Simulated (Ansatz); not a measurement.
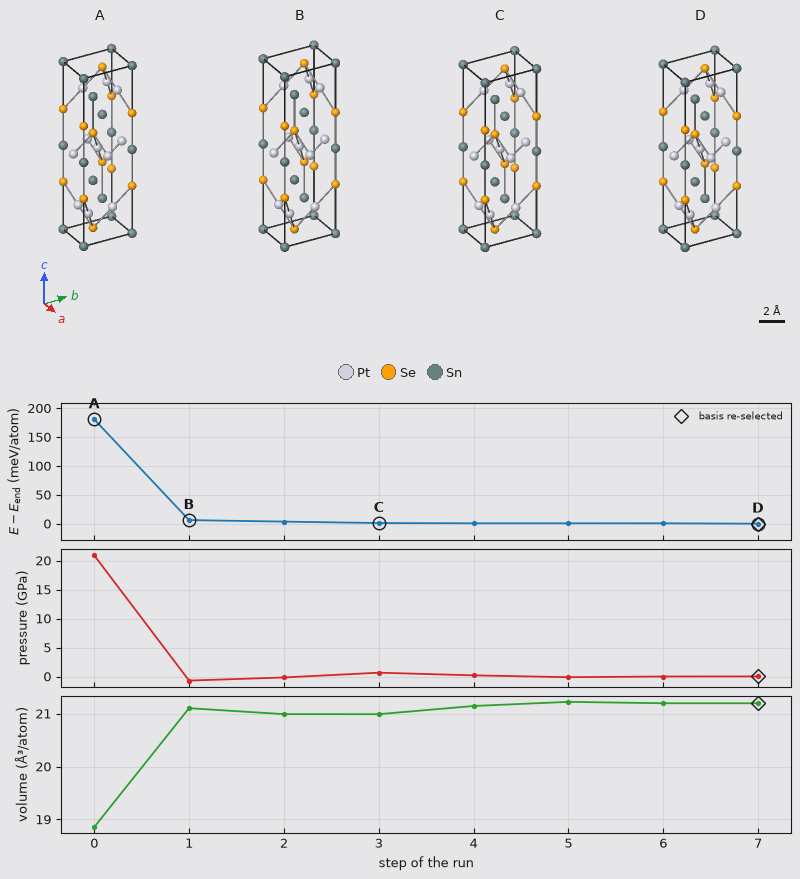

Frames of a relaxation of a crystal of Sn₂Pt₃Se₂ (a generated structure, set up in R-3m), marked on the history of the run. The picture is a ball-and-stick view of the conventional cell (3 times the calculation's cell), seen slightly off an axis. Lengths and directions refer to the drawn axes.

The start is a swapped structure.

Theory: DFT, PAW plane waves, r2SCAN in Ansatz. Set-up: plane-wave cutoff 500 eV; k-point mesh 6 × 6 × 6; occupations fermi dirac; smearing width 0.1 eV; no spin polarisation; cell and atoms relaxed; at most 80 steps.

Q: Describe the path.

A: Over 6 accepted moves (7 points after the start) the energy falls by 181 meV per atom. Largest force component: 4.2 eV/Å at the start, 0.00026 eV/Å at the end. Pressure: 20.89 GPa at the start and 0.01 GPa at the end. The SCF was repeated once at an unchanged geometry on a basis and grid sized afresh for the cell, which shifted the energy by 0.7 meV per atom at most. The largest moves relative to the cell, 0.071 Å, are those of Se atoms. Pt and Sn stay in place. The drawn cell changes as follows: a = b 5.714 → 6.105 Å (+6.8 %), c 14.002 → 13.789 Å (−1.5 %); the volume changes by +12.4 %. Among the contacts that change: Se–Sn 3.038 → 2.921 Å, Pt–Se 2.318 → 2.432 Å. The space group stays R-3m (No. 166). From step 0 to 1: Se atoms move most (0.09 Å), volume +11.9 %, energy −175 meV per atom. From step 1 to 3: volume −0.5 %, energy −5.1 meV per atom. From step 3 to 7: volume +1.0 %, energy −1.1 meV per atom.

```json
{"step": "0", "E − E(0), meV/atom": "0.00", "largest force component, eV/Å": "4.1928", "pressure, GPa": "20.89", "volume, Å³/atom": "18.856", "note": ""}
{"step": "1", "E − E(0), meV/atom": "-174.50", "largest force component, eV/Å": "0.0926", "pressure, GPa": "-0.71", "volume, Å³/atom": "21.104", "note": ""}
{"step": "2", "E − E(0), meV/atom": "-177.13", "largest force component, eV/Å": "0.1084", "pressure, GPa": "-0.17", "volume, Å³/atom": "20.991", "note": ""}
{"step": "3", "E − E(0), meV/atom": "-179.61", "largest force component, eV/Å": "0.0445", "pressure, GPa": "0.66", "volume, Å³/atom": "20.990", "note": ""}
{"step": "4", "E − E(0), meV/atom": "-180.03", "largest force component, eV/Å": "0.0283", "pressure, GPa": "0.20", "volume, Å³/atom": "21.145", "note": ""}
{"step": "5", "E − E(0), meV/atom": "-180.04", "largest force component, eV/Å": "0.0266", "pressure, GPa": "-0.12", "volume, Å³/atom": "21.223", "note": ""}
{"step": "6", "E − E(0), meV/atom": "-180.06", "largest force component, eV/Å": "0.0001", "pressure, GPa": "0.00", "volume, Å³/atom": "21.197", "note": ""}
{"step": "7", "E − E(0), meV/atom": "-180.72", "largest force component, eV/Å": "0.0003", "pressure, GPa": "0.01", "volume, Å³/atom": "21.197", "note": "same geometry, new basis"}
```
